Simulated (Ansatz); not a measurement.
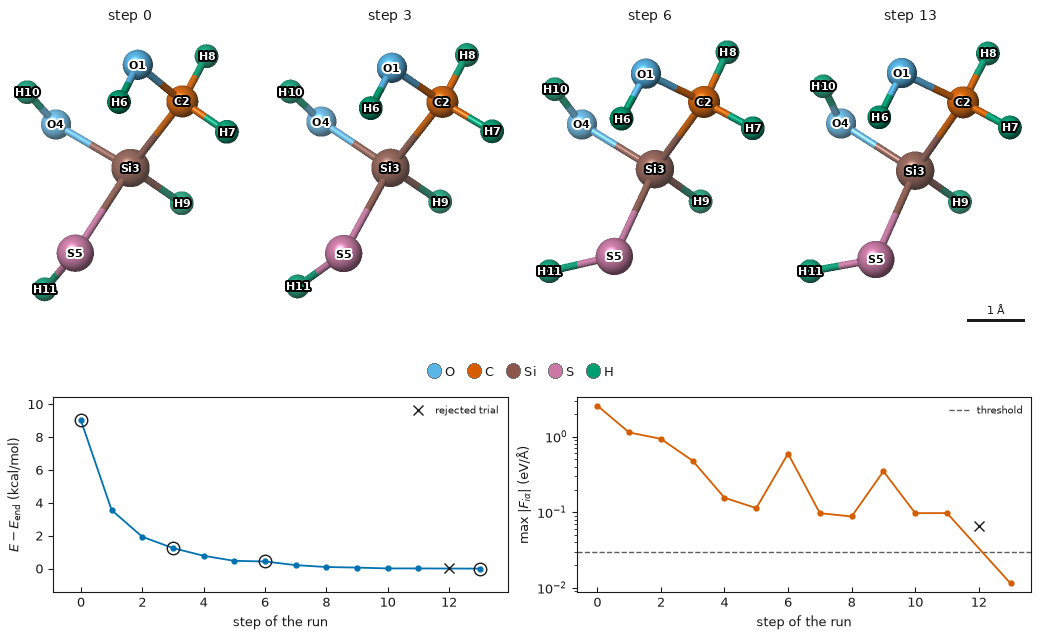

Frames of a relaxation of CH₆O₂SSi (coarse preliminary run), marked on the history of the run. The picture is a ball-and-stick view, seen from a free direction.

The start comes from a force field.

All numbers below come from RKS PBE-D4/def2-SVP (Ansatz 0.2.0). Set-up: force threshold 0.03 eV/Å; at most 200 steps.

### What happens along the run?

H6 moves most after the best rigid fit: 0.60 Å. Largest moves by element: H 0.60 Å, S 0.38 Å, O 0.36 Å, Si 0.14 Å, C 0.03 Å. Near-neighbour distances that change, for instance: Si3–O4 1.762 → 1.678 Å, C2–H7 1.066 → 1.117 Å, O1–C2 1.391 → 1.436 Å, S5–H11 1.320 → 1.362 Å. Bond angles that change, for instance: O1–C2–Si3 115.5° → 104.4°, C2–Si3–S5 108.9° → 101.2°, C2–Si3–O4 113.4° → 106.3°. Groups turn about Si3–S5 by about 30°. The energy falls by 9.02 kcal/mol in 12 accepted moves (13 points after the start). The largest force component goes from 2.6 to 0.011 eV/Å. The line search rejected the trial step at point 12 of the run. From step 0 to 3: H6 moves most (0.22 Å), energy −7.77 kcal/mol. From step 3 to 6: H11 moves most (0.37 Å), energy −0.82 kcal/mol. From step 6 to 13: H10 moves most (0.21 Å), energy −0.43 kcal/mol.

```tsv
step	E − E(0), kcal/mol	largest force component, eV/Å	note
0	0.00	2.5755	
1	-5.46	1.1376	
2	-7.08	0.9366	
3	-7.77	0.4803	
4	-8.24	0.1556	
5	-8.54	0.1135	
6	-8.58	0.5973	
7	-8.80	0.0973	
8	-8.92	0.0879	
9	-8.95	0.3486	
10	-9.00	0.0974	
11	-9.00	0.0974	
12	-9.00	0.0663	rejected
13	-9.02	0.0114
```
